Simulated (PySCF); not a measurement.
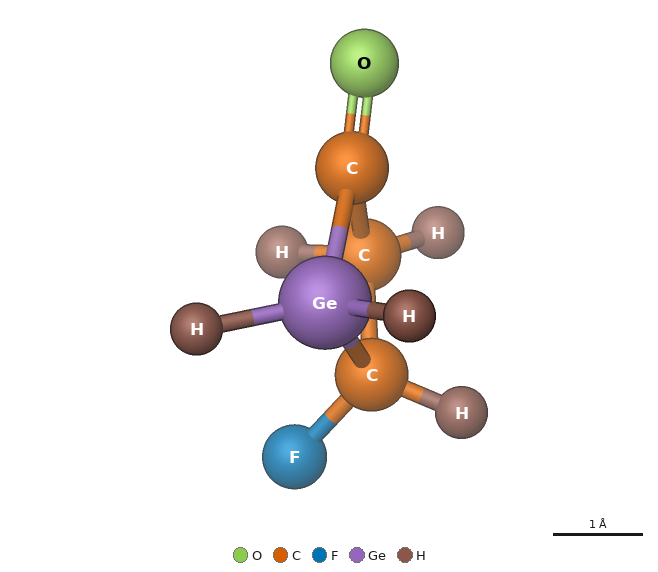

Atoms fade into the background with distance from the viewer. The computed structure is the end point of a PBE0-D3(BJ)/def2-SVP optimisation. No frequency run is at hand to confirm it as a minimum. Masses are those of the most abundant isotopes; constants are for the rigid equilibrium geometry.

Question: What kind of rotor is it, and what are its rotational constants in cm⁻¹?

Answer: An asymmetric top (C1): A = 0.101, B = 0.0728, C = 0.0449 cm⁻¹. Ray's parameter κ is −0.01, midway between the limits.
